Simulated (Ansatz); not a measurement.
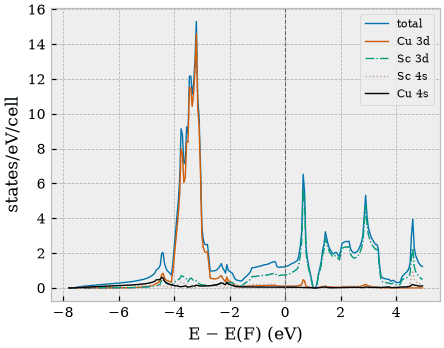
Fig. 1. Total and projected density of states of ScCu (CsCl type, Pm-3m), plane-wave PAW r²SCAN (Ansatz code)

Problem. Which orbitals carry the states next to the Fermi level?

Solution. Within 0.5 eV of the Fermi level: Sc 3d 62 %, Cu 3d 8 %, Sc 4s 6 %, outside the projected shells 21 %. Projections are on Löwdin-orthogonalised atomic valence shells; empty p or d shells of many metals are not among them.

Problem. Where is the tallest occupied peak in this window, and what makes it?

Solution. Near -3.2 eV, about 15 states/eV per cell; the largest projected share is Cu 3d.

The workflow started from a Materials Project entry (that database holds measured and hypothetical structures alike); the Crystallography Open Database files this formula in space group No. 221, but the cells were not matched. Its standing as an ambient phase is unchecked. The r²SCAN relaxation kept the symmetry of its start; its stability against distortions is not shown here. No spin polarisation was allowed.

Potentials: the later of the program's two PAW sets.
